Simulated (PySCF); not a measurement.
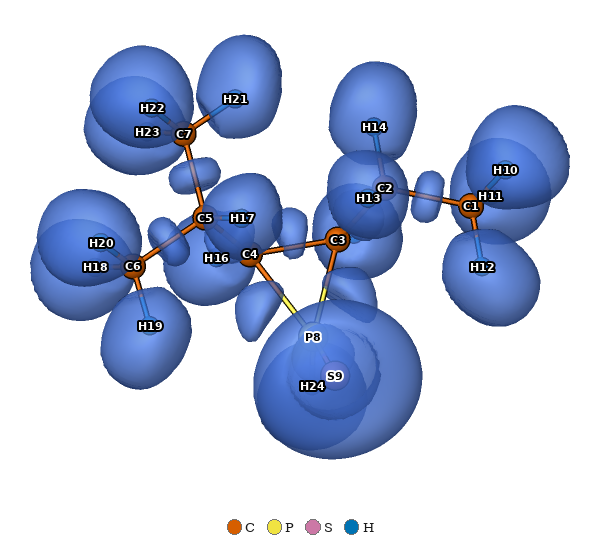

C$_{7}$H$_{15}$PS. Isosurface of the ELF at 0.8 (blue), seen across its widest extent. Core shells and regions of very low density are left out.

Geometry: GFN2-xTB.

These are results of PySCF 2.14.0, PBE0/pcSseg-1, SCF density, gas phase, non-relativistic, not measurements.

```xyz
24

C     2.8442    1.0257    1.0580
C     1.3645    0.6704    0.9705
C     0.8489    0.9267   -0.4245
C    -0.4474    0.2715   -0.9600
C    -1.2942   -0.6579   -0.1173
C    -2.1333   -1.5349   -1.0439
C    -2.1821    0.1330    0.8413
P     1.1032   -0.3948   -1.6661
S     1.8365   -2.1499   -1.3041
H     3.2263    0.8241    2.0553
H     3.0044    2.0776    0.8296
H     3.4081    0.4268    0.3441
H     1.2405   -0.3860    1.2197
H     0.7959    1.2620    1.6935
H     0.9892    1.9533   -0.7520
H    -1.0400    0.9274   -1.5923
H    -0.6337   -1.3121    0.4621
H    -2.8050   -0.9247   -1.6454
H    -1.4815   -2.0971   -1.7115
H    -2.7276   -2.2394   -0.4678
H    -1.5836    0.7449    1.5110
H    -2.7828   -0.5463    1.4413
H    -2.8528    0.7847    0.2845
H     1.2906    0.2347   -2.8928
```

> Where are the electrons localised?

The surface consists of six regions between bonded C–C atoms (shared pairs), two regions between bonded C–P atoms (shared pairs), one region between bonded P–S atoms (shared pairs), 15 regions around hydrogen nuclei and one ring or bowl of non-bonding electrons around S.

Values along the shortest contacts:
C–C (1.51 Å): the ELF peaks at about 0.95 between the atoms: a covalent bond. C–P (1.83 Å): the ELF peaks at about 0.85 between the atoms; a shared electron pair.
